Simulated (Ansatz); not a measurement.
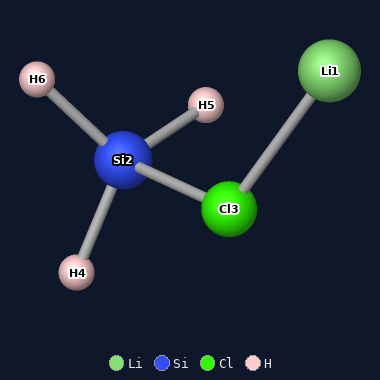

The system is ClH3LiSi, charge +1; the picture shows the reference structure. 
- The turn is about an axis along (−0.36, −0.93, −0.02) in the frame of the relaxed pair, normal to the line between the partners.
- Coordinates scanned: (1) distance Cl3···Li1; (2) turn of Li1 about Cl3.
- The grid has 15 × 15 points. At 14 points there is no value (left out of the scan, as a rule where atoms come close).
- All energies are given in kJ/mol relative to the ion and the molecule far apart, frozen as in the relaxed pair, each in its own basis (no counterpoise correction).
- Computed with RKS PBE0-D4/def2-SVPD (Ansatz).

Its coordinates:

```xyz
6

Li    0.5385   -0.1426   -2.9730
Si   -0.0283   -0.0076    0.8063
Cl   -0.7874    0.3355   -1.2062
H    -1.1487    0.4592    1.6498
H     1.1976    0.8209    0.8735
H     0.2283   -1.4655    0.8494
```

Range: distance Cl3···Li1 from 1.899 to 4.499 Å; turn of Li1 about Cl3 from −90.0 to 90.0°.

What landscape does the calculation give?

Answer. The lowest grid point is at distance Cl3···Li1 = 2.199 Å, turn of Li1 about Cl3 = 0.0°, −110 kJ/mol from the ion and the molecule far apart, frozen as in the relaxed pair, each in its own basis (no counterpoise correction). The energy also falls towards the edge at distance Cl3···Li1 = 2.199 Å, turn of Li1 about Cl3 = −90.0° (8 kJ/mol above the lowest), where a further well may lie outside the range. The highest grid point, distance Cl3···Li1 = 3.299 Å, turn of Li1 about Cl3 = 90.0°, lies 334 kJ/mol above the lowest.

| turn of Li1 about Cl3 ↓, distance Cl3···Li1 → | 1.899 | 1.963 | 2.069 | 2.199 | 2.349 | 2.514 | 2.692 | 2.884 | 3.086 | 3.299 | 3.522 | 3.754 | 3.994 | 4.242 | 4.499 |
| --- | --- | --- | --- | --- | --- | --- | --- | --- | --- | --- | --- | --- | --- | --- | --- |
| 90.0 | – | – | – | – | – | – | – | – | – | 224 | 105 | 37 | 4 | −8 | −9 |
| 77.1 | – | – | – | – | – | 198 | 134 | 79 | 36 | 7 | −10 | −17 | −17 | −17 | −15 |
| 64.3 | 109 | 84 | 51 | 22 | 0 | −15 | −24 | −29 | −30 | −28 | −26 | −25 | −21 | −16 | −12 |
| 51.4 | 0 | −19 | −41 | −56 | −63 | −63 | −58 | −51 | −45 | −41 | −35 | −28 | −22 | −17 | −13 |
| 38.6 | −38 | −55 | −74 | −84 | −86 | −82 | −74 | −66 | −59 | −49 | −41 | −33 | −27 | −21 | −17 |
| 25.7 | −56 | −73 | −90 | −99 | −100 | −94 | −85 | −76 | −67 | −56 | −47 | −38 | −32 | −26 | −21 |
| 12.9 | −65 | −82 | −99 | −107 | −107 | −101 | −91 | −82 | −71 | −61 | −51 | −42 | −35 | −29 | −25 |
| 0.0 | −70 | −86 | −102 | −110 | −109 | −103 | −93 | −83 | −73 | −62 | −52 | −44 | −37 | −32 | −27 |
| −12.9 | −70 | −85 | −101 | −108 | −107 | −101 | −91 | −82 | −72 | −61 | −52 | −44 | −38 | −32 | −28 |
| −25.7 | −68 | −83 | −98 | −105 | −104 | −97 | −88 | −79 | −69 | −60 | −51 | −44 | −38 | −32 | −28 |
| −38.6 | −66 | −80 | −94 | −100 | −99 | −93 | −84 | −76 | −67 | −58 | −49 | −43 | −37 | −32 | −28 |
| −51.4 | −64 | −78 | −91 | −98 | −97 | −90 | −82 | −74 | −65 | −56 | −48 | −42 | −36 | −32 | −28 |
| −64.3 | −64 | −77 | −91 | −97 | −96 | −90 | −81 | −73 | −64 | −56 | −48 | −42 | −36 | −31 | −28 |
| −77.1 | −65 | −78 | −92 | −99 | −98 | −91 | −83 | −74 | −65 | −57 | −49 | −42 | −36 | −32 | −28 |
| −90.0 | −67 | −81 | −95 | −102 | −101 | −95 | −86 | −77 | −68 | −58 | −50 | −43 | −37 | −32 | −28 |

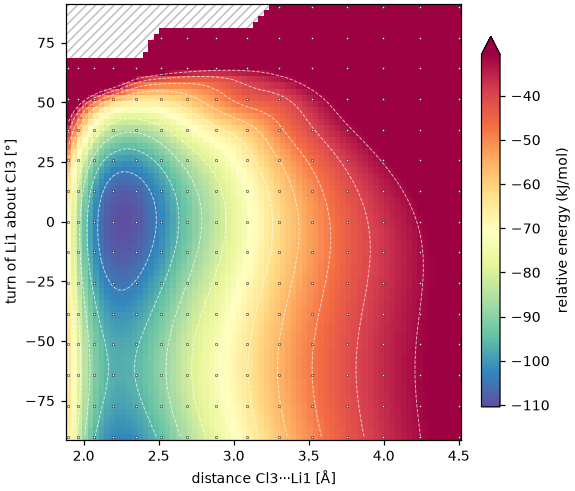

The picture shows a smooth colour map with a few white contour lines, dots at the grid points, one colour for all values above the top of the scale, hatched blanks where no value was computed. Between grid points the surface is interpolated.

Each point was launched as `ansatz run input.yaml --threads 1 --pin off --max-ram 2560MiB --backend cpu --events-out ev --progress --plain --runs-dir out`. Time for the 211 points that were run: 19 min on 1 thread of Arm Neoverse N1 (shared host).
